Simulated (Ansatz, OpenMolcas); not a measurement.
## A ladder of methods for [SiH3]− (SMILES [SiH3-])

The species is [SiH3]− (4 atoms), meant as a singlet with charge -1. SMILES: `[SiH3-]`. The shape is that of a PBE0-D4/def2-TZVPD optimisation.

```xyz
4

Si    0.5397   -0.0507   -0.3009
H     0.4266    0.6223    1.0859
H    -0.2985   -1.2837    0.1068
H    -0.6678    0.7122   -0.8918
```

Each level gives the energy change with the Si1–H4 bond stretched from 1.546 to 3.864 Å (eV). The values are calculated.

```tsv
level	kind	program	value (eV)	less FCI/STO-3G	CPU time (all runs)
CASPT2(2,2)/STO-3G	multireference	OpenMolcas	5.15	-0.01	3.3 s
CASSCF(2,2)/STO-3G	multireference	OpenMolcas	5.13	-0.03	3.3 s
MRCI(2,2)/STO-3G	multireference	OpenMolcas	5.15	-0.01	3.4 s
SC-NEVPT2(2,2)/STO-3G	multireference	OpenMolcas	5.14	-0.02	3.2 s
CCSDT(Q)/B/def2-mTZVPP (sfX2C) (restricted)	coupled cluster or CI	Ansatz	3.16	-2.00	2 min
FCI/STO-3G	exact in the basis	OpenMolcas	5.16	0.00	3.7 s
```

FCI/STO-3G is exact within its basis and frozen core, so for wave-function methods in that basis the difference is their error. Sets without diffuse functions describe the anion poorly. The first shape isn't each level's own minimum. The values span 3.16 to 5.16 eV. High-level rows in very small sets aren't better than simpler rows in larger ones. Times are those of the runs behind each value, whatever else they computed, on shared processors of several kinds: orders of magnitude only.

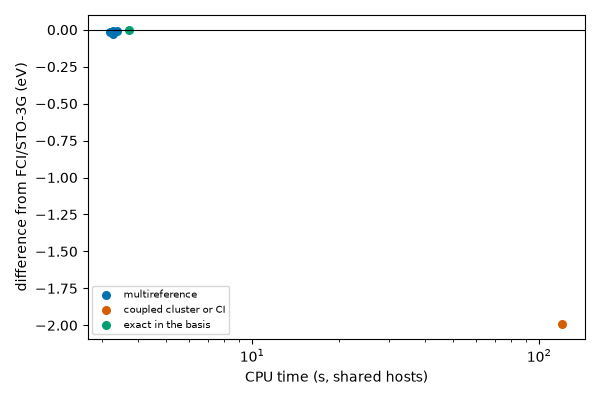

Difference from FCI/STO-3G against processor time, one point a level.
